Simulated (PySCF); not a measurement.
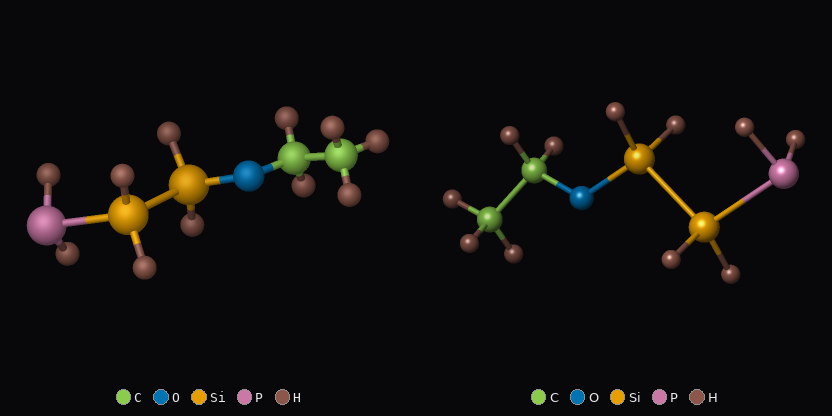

The same structure drawn twice, from different directions.

What does the picture show?

It has 17 atoms: 2 carbon, 11 hydrogen, 1 oxygen, 1 phosphorus and 2 silicon (C₂H₁₁OPSi₂). SMILES: `CCO[SiH2][SiH2]P`. It has no ring. Among its groups: Si–H bond, Si–O bond. Coordination: 2 C tetrahedral; 1 O bent; 2 Si tetrahedral; 1 P trigonal pyramidal.

More results for the same structure follow; atom numbers are the same in all pictures, views and colours differ. The computed structure is the end point of a PBE0-D3(BJ)/def2-SVP optimisation. No frequency run is at hand to confirm it as a minimum.

Geometry

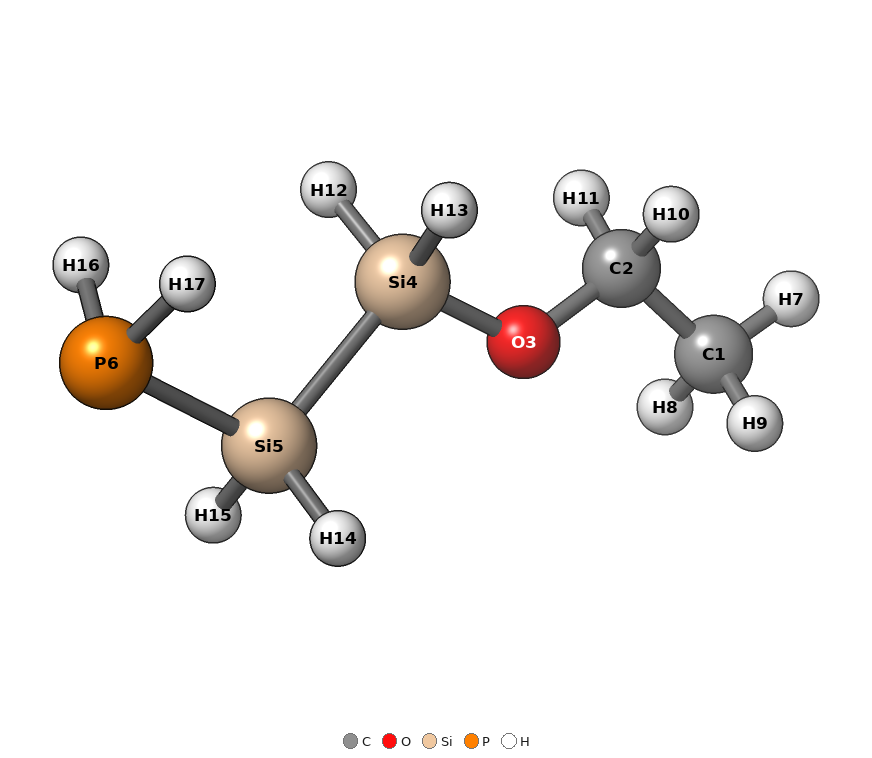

Atoms carry their numbers in the input. No frequency run is at hand to confirm it as a minimum.

Give the bond lengths.

| bond | length (Å) | order |
| --- | --- | --- |
| C1–C2 | 1.510 | single |
| C1–H7 | 1.100 | single |
| C1–H8 | 1.100 | single |
| C1–H9 | 1.100 | single |
| C2–O3 | 1.410 | single |
| C2–H10 | 1.108 | single |
| C2–H11 | 1.108 | single |
| O3–Si4 | 1.667 | single |
| Si4–Si5 | 2.335 | single |
| Si4–H12 | 1.502 | single |
| Si4–H13 | 1.502 | single |
| Si5–P6 | 2.275 | single |
| Si5–H14 | 1.495 | single |
| Si5–H15 | 1.495 | single |
| P6–H16 | 1.431 | single |
| P6–H17 | 1.431 | single |

Polarisability

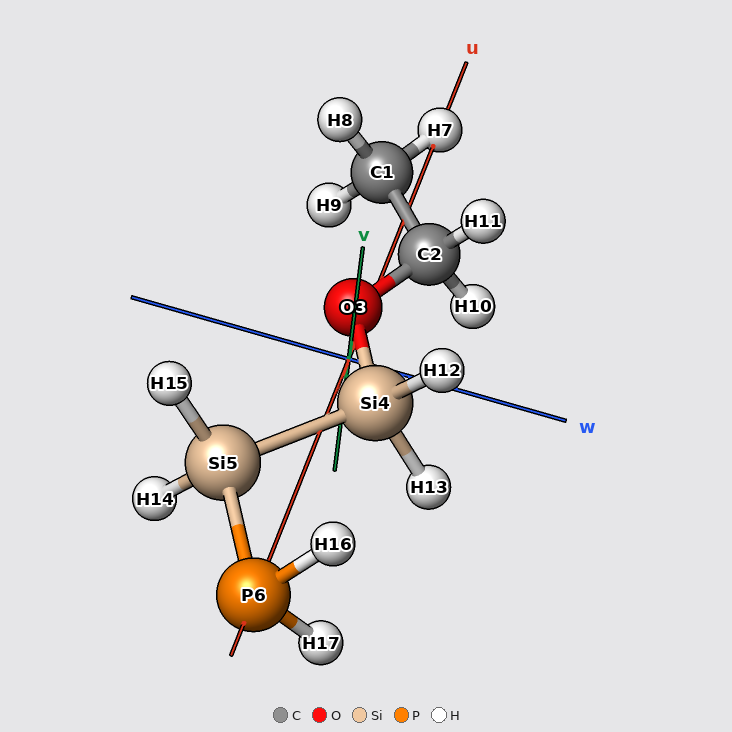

The lines u, v and w are the principal axes of the static dipole polarisability. No frequency run is at hand to confirm it as a minimum. Computed with CAM-B3LYP/def2-SVPD (PySCF 2.14.0).

Along which axis is the molecule most polarisable, and along which least?

Most along u (close to the long direction C1···P6), least along v.

Give the three principal values.

u 147.9, v 95.3, w 106.6 bohr³; mean 116.6, anisotropy 47.9 bohr³.

Charges

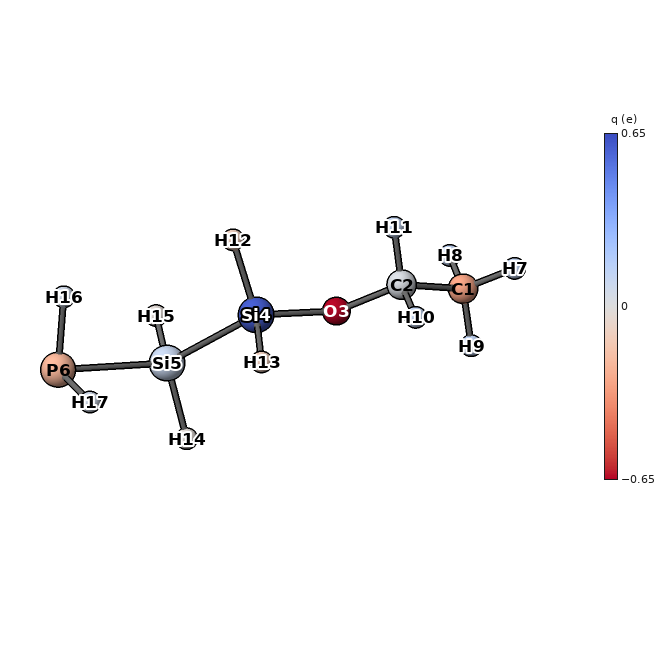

Atoms are coloured by their Mulliken charges. No frequency run is at hand to confirm it as a minimum. Properties computed with PBE0/pcSseg-1, gas phase (PySCF 2.14.0).

Give the Mulliken charges atom by atom.

```json
{"atom": "C1", "value (e)": "−0.29"}
{"atom": "C2", "value (e)": "0.02"}
{"atom": "O3", "value (e)": "−0.64"}
{"atom": "Si4", "value (e)": "0.59"}
{"atom": "Si5", "value (e)": "0.10"}
{"atom": "P6", "value (e)": "−0.22"}
{"atom": "H7", "value (e)": "0.11"}
{"atom": "H8", "value (e)": "0.12"}
{"atom": "H9", "value (e)": "0.12"}
{"atom": "H10", "value (e)": "0.11"}
{"atom": "H11", "value (e)": "0.11"}
{"atom": "H12", "value (e)": "−0.10"}
{"atom": "H13", "value (e)": "−0.10"}
{"atom": "H14", "value (e)": "−0.02"}
{"atom": "H15", "value (e)": "−0.02"}
{"atom": "H16", "value (e)": "0.06"}
{"atom": "H17", "value (e)": "0.06"}
```

Quadrupole coupling

No frequency run is at hand to confirm it as a minimum. Electric field gradients from the ground-state density, PBE0/pcSseg-1 (PySCF 2.14.0), non-relativistic apart from any core potentials.

Give the largest field-gradient component, the quadrupole coupling constant and the asymmetry for 17O at O3 (Q = −25.6 mb), 2H at H7 (Q = 2.86 mb), 2H at H8 (Q = 2.86 mb).

```tsv
atom	V_zz (a.u.)	e²qQ/h (MHz)	η
O3	1.705	−10.26	0.49
H7	0.292	0.196	0.03
H8	0.292	0.196	0.03
```

Mulliken values depend strongly on the basis set and can even reverse the polarity of a bond.
